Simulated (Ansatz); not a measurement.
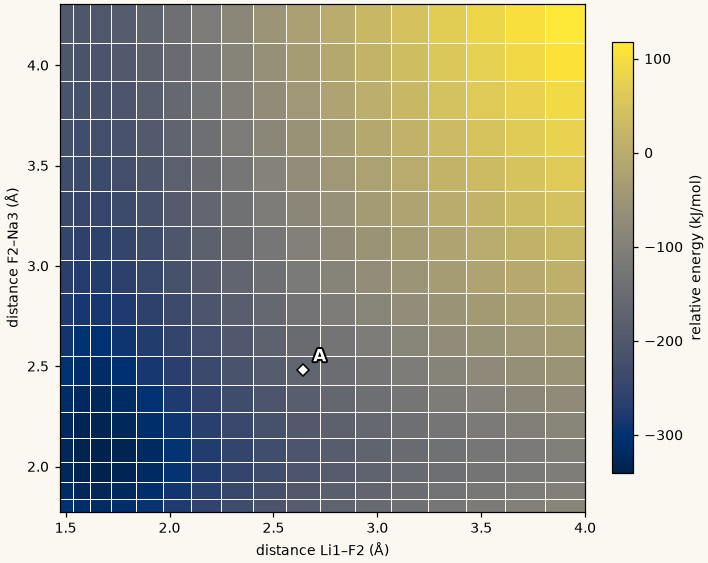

The system Li⁺ + FNa. Coordinates scanned: (1) distance Li1–F2; (2) distance F2–Na3. Nothing is relaxed (the angle Li1–F2–Na3 is fixed at 180 degrees). The grid has 17 × 17 points. Energies are in kJ/mol, from Li with charge +1 far from the relaxed FNa (each part in its own basis). The D4 coefficients can switch as the alkali atoms part, which puts small steps into the map. Computed with RKS PBE0-D4/def2-SVPD in Ansatz 0.2.0.

Drawn: one coloured cell a grid point, the point A.

**Which way does the force act at A, and how strong is it?**

A, at distance Li1–F2 = 2.640 Å, distance F2–Na3 = 2.479 Å, is not a stationary point. The computed force is 138 kJ/mol for each Å towards smaller values of distance Li1–F2 and 114 kJ/mol for each Å towards smaller values of distance F2–Na3.
